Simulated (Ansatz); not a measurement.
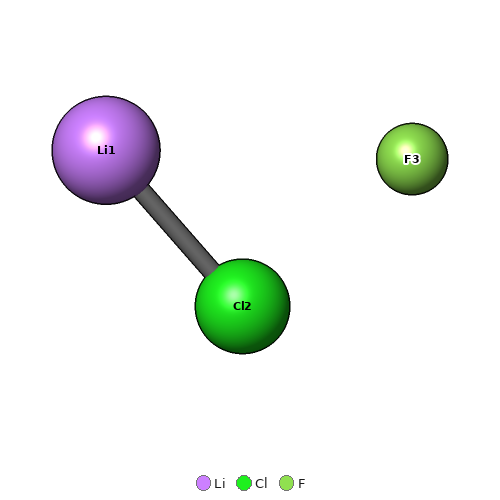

The system is Li + ClF, spin multiplicity 2; the picture shows the reference structure. First axis: distance Li1–Cl2. Second axis: distance Cl2–F3. Nothing is relaxed (the angle Li1–Cl2–F3 is fixed at 90 degrees). The scan uses a 17 × 17 grid. Points are written as (first, second). Energies are in kJ/mol, from the lowest grid point. Energies and slopes of some neighbouring points disagree (a jump in structure or state, or too coarse a mesh). Computed with UKS PBE0-D4/def2-SVPD (Ansatz).

Its coordinates:

```yaml
atoms:
  - { symbol: Li, position_ang: [-2.1120, 0.0000, 0.0000] }
  - { symbol: Cl, position_ang: [0.0000, 0.0000, 0.0000] }
  - { symbol: F, position_ang: [0.0000, 2.2710, 0.0000] }
```

Range: distance Li1–Cl2 from 1.840 to 4.240 Å; distance Cl2–F3 from 1.296 to 3.696 Å.

> What will the energy surface look like?

The lowest grid point is at (2.112 Å, 2.271 Å). The highest grid point, (1.840 Å, 1.296 Å), lies 782 kJ/mol above the lowest.

```tsv
distance Cl2–F3 ↓, distance Li1–Cl2 →	1.905	2.112	2.369	2.659	2.976	3.315	3.672	4.047
3.696	81	71	95	139	186	232	272	308
3.314	72	60	84	127	173	219	260	295
2.947	56	43	66	108	154	200	241	276
2.599	33	20	42	83	129	174	216	252
2.271	14	0	22	63	108	154	196	232
1.967	32	18	40	83	129	175	218	255
1.692	150	138	161	204	246	273	290	300
1.457	421	395	389	392	391	390	390	391
1.296	755	706	683	676	672	671	672	672
```

The table holds every second grid line.

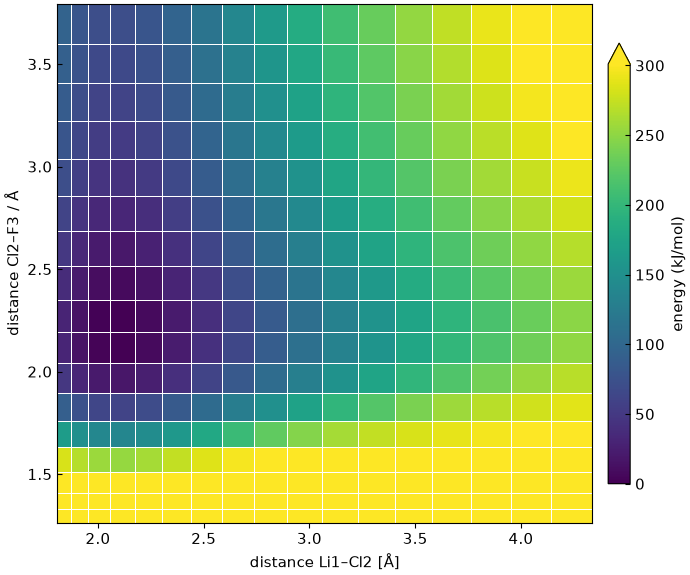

The picture shows one coloured cell a grid point, one colour for all values above the top of the scale.

Each point was launched as `ansatz run input.yaml --threads 1 --pin off --max-ram 2560MiB --backend cpu --events-out ev --progress --plain --runs-dir out`. Time for the 289 points that were run: 26 min on 1 thread of Arm Neoverse V1, with other jobs on the host.
